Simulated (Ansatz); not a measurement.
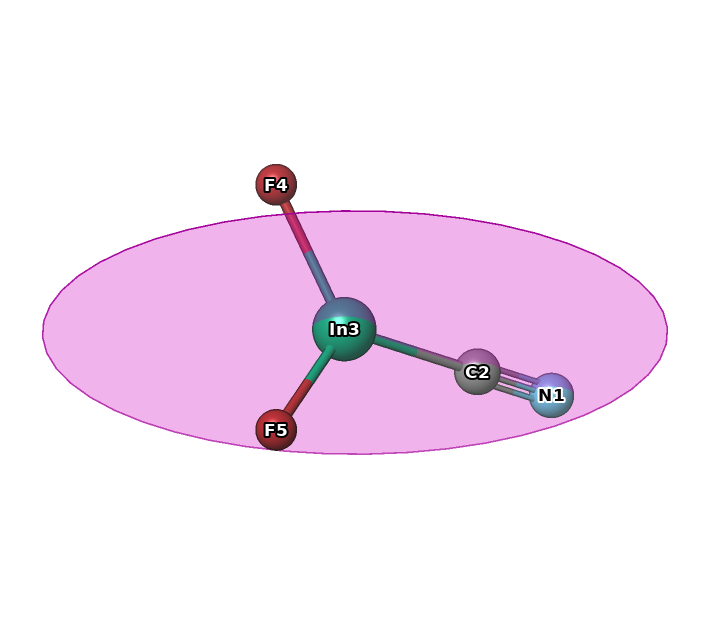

A disc through the centre of mass is drawn in. Depth is shown by fading: the farther an atom, the more it takes the colour of the background. The computed structure is the end point of a PBE0-D4/def2-TZVP optimisation. No frequency run is at hand to confirm it as a minimum.

> Is the plane of the disc a mirror plane of the structure?

Yes. The reflection leaves N1, C2, In3 in place and moves F4 ↔ F5. The point group is C2v.
